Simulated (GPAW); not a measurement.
The O K edge of atom 3 in BaPbO3 (Pm-3m), with 2 Pb at 2.18 Å (linear, site symmetry 4/mmm), was computed in 2 ways: excited-electron core hole (neutral cell) and no core hole. Program and functional: GPAW, LDA, without spin-orbit coupling, Gaussian full width 0.9 eV up to 4 eV, rising linearly to 3.5 eV at 25 eV; cells of 5 and 10 atoms (the run without a hole in the smaller).

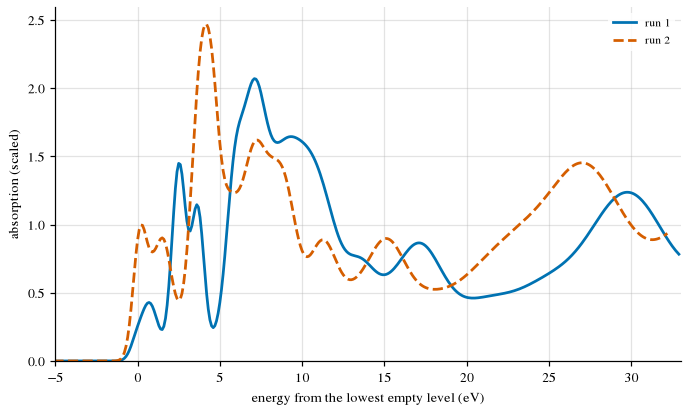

Each run is counted from its own lowest empty level or Fermi level and scaled to a mean of 1 over its first 20 eV.

**Question.** Which run is which?

Run 1: no core hole (area from −2 to 6 eV 4.5, main maxima 0.7 eV (0.43), 2.5 eV (1.45), 3.6 eV (1.15), 7.1 eV (2.07) and 9.3 eV (1.64)). Run 2: excited-electron core hole (neutral cell) (area from −2 to 6 eV 7.9, main maxima 0.2 eV (1.00), 1.5 eV (0.90), 4.2 eV (2.47) and 7.3 eV (1.62)). With each curve scaled to its own mean, the area from −2 to 6 eV with the hole is 7.9 against 4.5, and the centre of weight from −1 to 20 eV moves by -1.1 eV: the hole pulls the absorber's empty states down.

[Hosts, paths, dates, database ids (printed as entryN), source tags and the programs' standing remarks are cut or masked in the printed files.]

[Lists of maxima count a maximum above −3 eV only where it reaches 4 % of the highest in the window and stands out from its surroundings by 2 % of it (1.5 % where it reaches 55 %); shoulders and weaker maxima are passed over, and of the rest the first, up to two pre-edge ones and the few strongest are named.]
